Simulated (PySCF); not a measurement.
# One shape, several levels: B2H6S2 ((H2B-mu-SH)2)

Aim: a comparison of 6 runs (HF/STO-3G, HF/6-311G**, B3LYP/6-31G*, TPSS/6-31+G*, PBE0/def2-SVP, MP2/def2-TZVP) of B2H6S2 ((H2B-mu-SH)2). The job is set up through a Python script.

The calculation is run with PySCF 2.14.0.

## (1) The system as given

B2H6S2: 10 atoms, total charge 0, spin state singlet. The coordinates come from a GFN2-xTB relaxation.

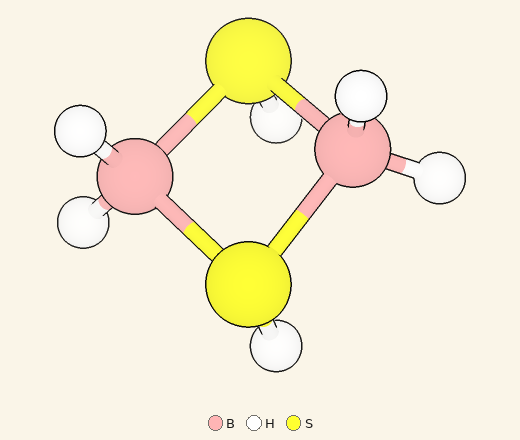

Viewed from a chosen angle; boron pink, hydrogen white, sulfur yellow.

## (2) Energy and forces at HF/STO-3G (run 1)

input.py reads:

```python
# (H2B-mu-SH)2
from pyscf import gto

mol = gto.M(
    atom='''
B      1.244940     0.088590     0.390930
H      1.527180     0.316590     1.508260
H      2.118420    -0.061450    -0.379170
S     -0.016340     1.466710    -0.216370
B     -1.292350     0.031970     0.202610
H     -2.035280    -0.153740    -0.687370
H     -1.744630     0.244020     1.265920
S      0.004190    -1.435370     0.372250
H      0.086460     1.236390    -1.529660
H      0.107410    -1.733710    -0.927390
''',
    verbose=4,
    basis='sto-3g',
    max_memory=1860,
)

myscf = mol.RHF()
myscf.conv_tol = 1e-10
myscf.kernel()
if not myscf.converged:
    myscf = myscf.newton().run(myscf.mo_coeff, myscf.mo_occ)

energy = myscf.e_tot
print('E = %.10f Eh' % energy)
grad = myscf.nuc_grad_method().kernel()
dip = myscf.dip_moment()
pop, q = myscf.mulliken_pop()
```

On the command line:

```console
$ OMP_NUM_THREADS=1 python input.py
```

The log of the run:

```text
PySCF version 2.14.0

[... 60 lines left out ...]
converged SCF energy = -838.67014338628
[... 12 lines left out ...]
Dipole moment(X, Y, Z, Debye):  0.17578, -0.45640, -2.26970
[... 6 lines left out ...]
pop of  1 H 1s            1.07359
pop of  2 H 1s            1.08278
pop of  3 S 1s            1.99987
pop of  3 S 2s            1.99539
pop of  3 S 3s            1.83476
pop of  3 S 2px           1.98783
pop of  3 S 2py           1.98973
pop of  3 S 2pz           1.97997
pop of  3 S 3px           1.43208
pop of  3 S 3py           1.57624
pop of  3 S 3pz           1.03574
pop of  4 B 1s            1.98912
pop of  4 B 2s            0.95834
pop of  4 B 2px           0.64658
pop of  4 B 2py           0.51411
pop of  4 B 2pz           0.90660
pop of  5 H 1s            1.08269
pop of  6 H 1s            1.07356
pop of  7 S 1s            1.99987
pop of  7 S 2s            1.99539
pop of  7 S 3s            1.83485
pop of  7 S 2px           1.98783
pop of  7 S 2py           1.98741
pop of  7 S 2pz           1.98230
pop of  7 S 3px           1.43204
pop of  7 S 3py           1.45290
pop of  7 S 3pz           1.15930
pop of  8 H 1s            0.99696
pop of  9 H 1s            0.99707
 ** Mulliken atomic charges  **
charge of    0B =     -0.01510
charge of    1H =     -0.07359
charge of    2H =     -0.08278
charge of    3S =      0.16838
charge of    4B =     -0.01475
charge of    5H =     -0.08269
charge of    6H =     -0.07356
charge of    7S =      0.16810
charge of    8H =      0.00304
charge of    9H =      0.00293
```

Run time: 1.9 s. Hardware: 1 thread of Arm Neoverse V1, shared host; peak memory 0.12 GiB.

## (3) Energy and forces at HF/6-311G(d,p) (run 2)

run.py reads:

```python
from pyscf import gto, scf

molecule = gto.M(
    atom='''
B      2.352596     0.167411     0.738751
H      2.885952     0.598268     2.850198
H      4.003234    -0.116124    -0.716527
S     -0.030878     2.771680    -0.408880
B     -2.442188     0.060415     0.382877
H     -3.846122    -0.290526    -1.298941
H     -3.296873     0.461131     2.392242
S      0.007918    -2.712456     0.703451
H      0.163386     2.336438    -2.890638
H      0.202975    -3.276237    -1.752513
''',
    unit='bohr',
    max_memory=1860,
    basis='6-311g**',
    verbose=4,
    charge=0,
)

mf = scf.RHF(molecule)
mf.conv_tol = 1e-10
mf.kernel()
if not mf.converged:
    mf = mf.newton().run(mf.mo_coeff, mf.mo_occ)

etot = mf.e_tot
print('E(%s) = %.9f' % ('HF', etot))
grad = mf.nuc_grad_method().kernel()
dip = mf.dip_moment()
pop, q = mf.mulliken_pop()
```

On the command line:

```console
$ OMP_NUM_THREADS=1 python run.py
```

The log of the run:

```text
PySCF version 2.14.0

[... 66 lines left out ...]
converged SCF energy = -847.963714991145
[... 12 lines left out ...]
Dipole moment(X, Y, Z, Debye):  0.16171, -0.41862, -2.08499
[... 96 lines left out ...]
pop of  7 S 3px           1.35146
pop of  7 S 3py           1.35129
pop of  7 S 3pz           1.35375
pop of  7 S 4px           0.34144
pop of  7 S 4py           0.34326
pop of  7 S 4pz           0.30201
pop of  7 S 5px           0.94963
pop of  7 S 5py           0.95098
pop of  7 S 5pz           0.76284
pop of  7 S 6px           0.10022
pop of  7 S 6py           0.17459
pop of  7 S 6pz           0.11157
pop of  7 S 3dxy          0.01721
pop of  7 S 3dyz          0.00736
pop of  7 S 3dz^2         0.03213
pop of  7 S 3dxz          0.00380
pop of  7 S 3dx2-y2       0.00465
pop of  8 H 1s            0.23680
pop of  8 H 2s            0.58178
pop of  8 H 3s            0.09148
pop of  8 H 2px           0.00537
pop of  8 H 2py           0.00614
pop of  8 H 2pz           0.02225
pop of  9 H 1s            0.23676
pop of  9 H 2s            0.58177
pop of  9 H 3s            0.09154
pop of  9 H 2px           0.00537
pop of  9 H 2py           0.00633
pop of  9 H 2pz           0.02206
 ** Mulliken atomic charges  **
charge of    0B =     -0.22249
charge of    1H =      0.02442
charge of    2H =     -0.00937
charge of    3S =      0.15133
charge of    4B =     -0.22221
charge of    5H =     -0.00922
charge of    6H =      0.02451
charge of    7S =      0.15067
charge of    8H =      0.05618
charge of    9H =      0.05617
```

Wall time 17 s (1 thread of Arm Neoverse V1, shared host); peak memory 0.34 GiB.

Runs 3 to 4 aren't shown in full; the table further down has their settings and results.

## (4) Energy and gradient at PBE0/def2-SVP (run 5)

job.py reads:

```python
import pyscf.grad
from pyscf import gto, dft

molecule = gto.M(
    atom='''
B      2.352596     0.167411     0.738751
H      2.885952     0.598268     2.850198
H      4.003234    -0.116124    -0.716527
S     -0.030878     2.771680    -0.408880
B     -2.442188     0.060415     0.382877
H     -3.846122    -0.290526    -1.298941
H     -3.296873     0.461131     2.392242
S      0.007918    -2.712456     0.703451
H      0.163386     2.336438    -2.890638
H      0.202975    -3.276237    -1.752513
''',
    unit='bohr',
    basis='def2-svp',
    verbose=4,
    max_memory=1860,
)

calc0 = dft.RKS(molecule, xc='pbe0')
calc0.conv_tol = 1e-10
calc0.grids.level = 5
calc0.kernel()
if not calc0.converged:
    calc0 = calc0.newton().run(calc0.mo_coeff, calc0.mo_occ)

e_tot = calc0.e_tot
print('Final energy', e_tot)
grad = calc0.Gradients().kernel()
calc0.analyze()
```

On the command line:

```console
$ OMP_NUM_THREADS=1 python job.py
```

The log of the run:

```text
PySCF version 2.14.0

[... 90 lines left out ...]
Total Energy =                        -849.085892327906208
[... 10 lines left out ...]
MO #4   energy= -8.04294385163703  occ= 2
[... 8 lines left out ...]
MO #13  energy= -0.828001371572606 occ= 2
[... 8 lines left out ...]
MO #22  energy= -0.330607563792867 occ= 2
[... 8 lines left out ...]
MO #31  energy= 0.131321767823716  occ= 0
[... 8 lines left out ...]
MO #40  energy= 0.31438455246202   occ= 0
[... 8 lines left out ...]
MO #49  energy= 0.592251549364629  occ= 0
[... 8 lines left out ...]
MO #58  energy= 0.792823217164236  occ= 0
[... 8 lines left out ...]
MO #67  energy= 1.11791796339418   occ= 0
[... 8 lines left out ...]
MO #76  energy= 1.5550673739879    occ= 0
[... 8 lines left out ...]
MO #85  energy= 1.94703261338414   occ= 0
[... 8 lines left out ...]
MO #94  energy= 2.64131907303025   occ= 0
[... 68 lines left out ...]
pop of  7 S 1s            1.99999
pop of  7 S 2s            1.99983
pop of  7 S 3s            1.61085
pop of  7 S 4s            0.00210
pop of  7 S 2px           1.99991
pop of  7 S 2py           1.99990
pop of  7 S 2pz           1.99989
pop of  7 S 3px           1.41895
pop of  7 S 3py           1.47891
pop of  7 S 3pz           1.27382
pop of  7 S 4px           0.00355
pop of  7 S 4py           0.00336
pop of  7 S 4pz           0.00583
pop of  7 S 3dxy          0.00533
pop of  7 S 3dyz          0.00324
pop of  7 S 3dz^2         0.00937
pop of  7 S 3dxz          0.00234
pop of  7 S 3dx2-y2       0.00257
pop of  8 H 1s            0.89231
pop of  8 H 2s            0.01012
pop of  8 H 2px           0.00054
pop of  8 H 2py           0.00060
pop of  8 H 2pz           0.00491
pop of  9 H 1s            0.89233
pop of  9 H 2s            0.01011
pop of  9 H 2px           0.00054
pop of  9 H 2py           0.00070
pop of  9 H 2pz           0.00481
 ** Mulliken atomic charges  **
charge of    0B =     -0.30688
charge of    1H =      0.02146
charge of    2H =      0.01314
charge of    3S =      0.18079
charge of    4B =     -0.30636
charge of    5H =      0.01316
charge of    6H =      0.02143
charge of    7S =      0.18024
charge of    8H =      0.09153
charge of    9H =      0.09151
Dipole moment(X, Y, Z, Debye):  0.16566, -0.42744, -2.12380
```

Wall time 46 s (1 thread of Arm Neoverse V1, shared host); peak memory 0.92 GiB.

## (5) Energy and gradient at MP2/def2-TZVP (run 6)

geometry.xyz reads:

```xyz
10

B      1.244940     0.088590     0.390930
H      1.527180     0.316590     1.508260
H      2.118420    -0.061450    -0.379170
S     -0.016340     1.466710    -0.216370
B     -1.292350     0.031970     0.202610
H     -2.035280    -0.153740    -0.687370
H     -1.744630     0.244020     1.265920
S      0.004190    -1.435370     0.372250
H      0.086460     1.236390    -1.529660
H      0.107410    -1.733710    -0.927390
```

run.py reads:

```python
# (H2B-mu-SH)2
import pyscf.grad
from pyscf import gto, scf, mp

mol = gto.M(
    atom='geometry.xyz',
    max_memory=1860,
    charge=0,
    verbose=4,
    basis='def2-tzvp',
)

mf = scf.RHF(mol)
mf.conv_tol = 1e-10
mf.kernel()
if not mf.converged:
    mf = mf.newton().run(mf.mo_coeff, mf.mo_occ)

pt = mp.MP2(mf, frozen=12).run()
etot = pt.e_tot
print('E(%s) = %.9f' % ('MP2', etot))
grad = pt.Gradients().kernel()
dip = mf.dip_moment()
pop, q = mf.mulliken_pop()
```

On the command line:

```console
$ OMP_NUM_THREADS=1 python run.py
```

The log of the run:

```text
PySCF version 2.14.0

[... 66 lines left out ...]
converged SCF energy = -847.981466394718
[... 17 lines left out ...]
Dipole moment(X, Y, Z, Debye):  0.15188, -0.39316, -1.95842
[... 144 lines left out ...]
pop of  7 S 3dxy          0.01067
pop of  7 S 3dyz          0.00486
pop of  7 S 3dz^2         0.02236
pop of  7 S 3dxz          0.00200
pop of  7 S 3dx2-y2       0.00239
pop of  7 S 4dxy          0.02299
pop of  7 S 4dyz          0.01425
pop of  7 S 4dz^2         0.03917
pop of  7 S 4dxz          0.00888
pop of  7 S 4dx2-y2       0.01090
pop of  7 S 4f-3          0.00135
pop of  7 S 4f-2          0.00105
pop of  7 S 4f-1          0.00139
pop of  7 S 4f+0          0.00348
pop of  7 S 4f+1          0.00030
pop of  7 S 4f+2          0.00018
pop of  7 S 4f+3          0.00122
pop of  8 H 1s            0.23693
pop of  8 H 2s            0.49547
pop of  8 H 3s            0.10220
pop of  8 H 2px           0.00413
pop of  8 H 2py           0.00466
pop of  8 H 2pz           0.01556
pop of  9 H 1s            0.23689
pop of  9 H 2s            0.49548
pop of  9 H 3s            0.10228
pop of  9 H 2px           0.00414
pop of  9 H 2py           0.00480
pop of  9 H 2pz           0.01542
 ** Mulliken atomic charges  **
charge of    0B =     -0.07991
charge of    1H =     -0.01380
charge of    2H =     -0.01096
charge of    3S =     -0.03634
charge of    4B =     -0.07951
charge of    5H =     -0.01086
charge of    6H =     -0.01381
charge of    7S =     -0.03687
charge of    8H =      0.14104
charge of    9H =      0.14101
```

Run time: 2.3 min. Hardware: 1 thread of Arm Neoverse V1, shared host; peak memory 2 GiB.

## (6) Overview of the runs

```tsv
run	level	integration grid	frozen core orbitals	energy (Eh)	dipole moment (D) of the reference	HOMO energy (eV)	LUMO energy (eV)	wall time
1	HF/STO-3G	–	–	-838.670143	2.32	-8.95	10.30	1.9 s
2	HF/6-311G**	–	–	-847.963715	2.13	-11.01	2.95	17 s
3	B3LYP/6-31G* (spherical functions)	5	–	-849.718260	2.10	-7.87	0.18	30 s
4	TPSS/6-31+G* (spherical functions)	5	–	-849.755379	2.14	-7.13	-1.15	69 s
5	PBE0/def2-SVP	5	–	-849.085892	2.17	-8.17	0.08	46 s
6	MP2/def2-TZVP	–	12	-848.569082	2.00	-10.96	2.92	2.3 min
```

## (7) Outcome

```
                                           quantity          value
                                run 6: total energy  -848.56908 Eh
        run 6: dipole moment (Hartree–Fock density)         2.00 D
         run 6: HOMO energy (Hartree–Fock orbitals)      -10.96 eV
         run 6: LUMO energy (Hartree–Fock orbitals)        2.92 eV
       run 6: HOMO–LUMO gap (Hartree–Fock orbitals)       13.88 eV
run 6: correlation energy (12 core orbitals frozen)     -587.6 mEh
                    run 6: largest force on an atom     0.494 eV/Å
```

What this shows: Over runs 1, 2, 3, 4, 5 the dipole moment (its size) runs from 2.10 D (B3LYP/6-31G*) to 2.32 D (HF/STO-3G). The two ends differ in method and basis. Over runs 1, 2, 3, 4, 5 the HOMO–LUMO gap runs from 5.98 eV (TPSS/6-31+G*) to 19.25 eV (HF/STO-3G). Totals of different functionals can't be ranked against each other. In run 1 the basis is minimal, so the values are rough. All runs together took 5 min, the longest 2.3 min.
